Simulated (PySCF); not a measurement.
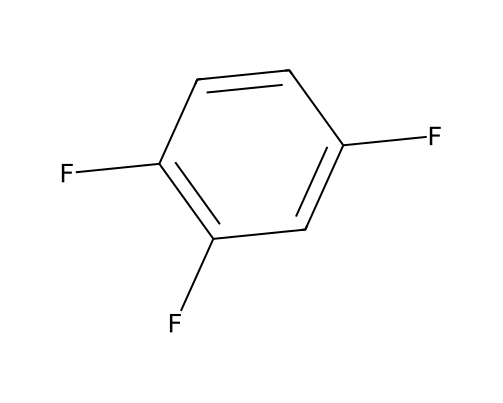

The computed structure is the end point of a PBE0-D3(BJ)/def2-SVP optimisation. No frequency run is at hand to confirm it as a minimum. Method: PBE0/def2-SVPD, gas phase (PySCF 2.14.0). Excitations: vertical, linear response.

Question: What is the dipole moment?

Answer: 1.42 D.

Question: Estimate the LUMO energy (Kohn–Sham orbital).

Answer: −1.01 eV.

Question: Give the lowest vertical singlet excitation at this level.

Answer: 5.28 eV.

Question: What is the HOMO energy (Kohn–Sham orbital)?

Answer: −7.39 eV.
